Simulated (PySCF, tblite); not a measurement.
# C7H13NSi: geometry, infrared bands and NMR shifts

Wanted: the infrared bands and NMR shifts of C7H13NSi (`[H]/N=C(\CC#C[SiH3])CCC`), by calculation.

Programs: tblite 0.8.0 and PySCF 2.14.0, with density-fitted response routines of our own. Each step states its level of theory. These are calculated values for one molecule in the gas phase, unless marked as measured. Atoms count from 0, in the outputs and in this text.

## 1. Starting geometry

22 atoms, charge 0, multiplicity 1; geometry from: force field or distance geometry start.

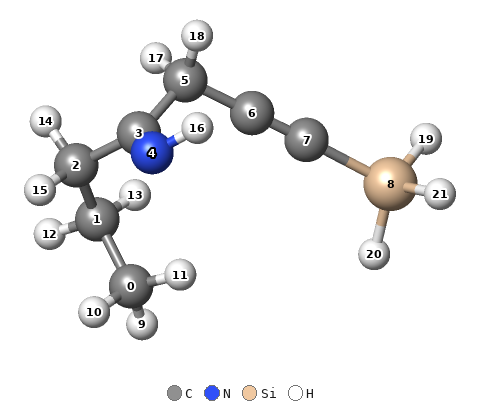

As it starts; carbon grey, nitrogen blue, silicon light orange, hydrogen white, atoms numbered.

## 2. Geometry optimisation with GFN2-xTB

What the job is given:

```
{"job": {"kind": "relax", "xc": "GFN2-xTB", "basis": "xTB"}, "charge": 0, "multiplicity": 1}
C     -1.656700    -1.006000    -1.221500
C     -1.844600     0.427100    -0.727700
C     -2.018200     0.495500     0.797900
C     -0.783100     0.106900     1.552400
N     -0.759300    -1.047200     2.178300
C      0.399900     1.042500     1.573000
C      1.455500     0.597800     0.647800
C      2.315100     0.229800    -0.104500
Si     3.627600    -0.371000    -1.300000
H     -1.597800    -1.011800    -2.308500
H     -2.520200    -1.629300    -0.934800
H     -0.757500    -1.462600    -0.821500
H     -2.727500     0.858300    -1.192100
H     -0.974900     1.022900    -1.033600
H     -2.283600     1.534900     1.083000
H     -2.866200    -0.136600     1.118400
H      0.154900    -1.191000     2.622200
H      0.067200     2.045700     1.312500
H      0.795700     1.089200     2.604000
H      4.599900     0.722100    -1.571500
H      3.003700    -0.778400    -2.582200
H      4.359800    -1.519600    -0.727200
```

The run is started by

```bash
OMP_NUM_THREADS=1 python probes_run.py task.json out
```

This one command runs all jobs of the session in turn.

**Question.** This job is followed by: GFN2-xTB harmonic vibrations, gas phase; GIAO PBE0/pcSseg-1 NMR shielding, non-relativistic, gas phase. Predict these results of the whole session: strongest single infrared mode (GFN2-xTB); zero-point energy (GFN2-xTB); ¹³C shifts against TMS (PBE0/pcSseg-1); ¹H shifts against TMS (PBE0/pcSseg-1, means over atoms taken as alike); ¹⁵N shifts against NH3 (PBE0/pcSseg-1); ²⁹Si shifts against TMS (PBE0/pcSseg-1); surface potential, least and greatest.

The runs gave:

```
                                                              quantity                                           value
                             strongest single infrared mode (GFN2-xTB)                            792 cm⁻¹, 566 km/mol
                                          zero-point energy (GFN2-xTB)                                  110.0 kcal/mol
                                ¹³C shifts against TMS (PBE0/pcSseg-1)  177.4, 114.4, 83.1, 49.7, 32.9, 23.3, 15.4 ppm
¹H shifts against TMS (PBE0/pcSseg-1, means over atoms taken as alike)         10.45, 4.22, 3.12, 2.47, 1.82, 1.18 ppm
                                ¹⁵N shifts against NH3 (PBE0/pcSseg-1)                                       354.0 ppm
                               ²⁹Si shifts against TMS (PBE0/pcSseg-1)                                       -99.1 ppm
                                 surface potential, least and greatest                              -1.80 V and 1.26 V
```

What this shows: The optimisation took 122 steps and gained 0.214 eV; among the close pairs (by a distance rule), C3–N4 changed most, from 1.313 to 1.255 Å. No mode is imaginary among the 60: a minimum at this level. GFN2-xTB is a fitted tight-binding method: band positions and strengths are rough. Its intensities can rank the bands wrongly. At PBE0/pcSseg-1: Shielding is most anisotropic at N4 (span 577 ppm, paramagnetic term -408 ppm). By nearest atom (PBE0/pcSseg-1), the HOMO sits on N4 45 %; C7 13 % and the LUMO on C3 23 %; N4 20 %.
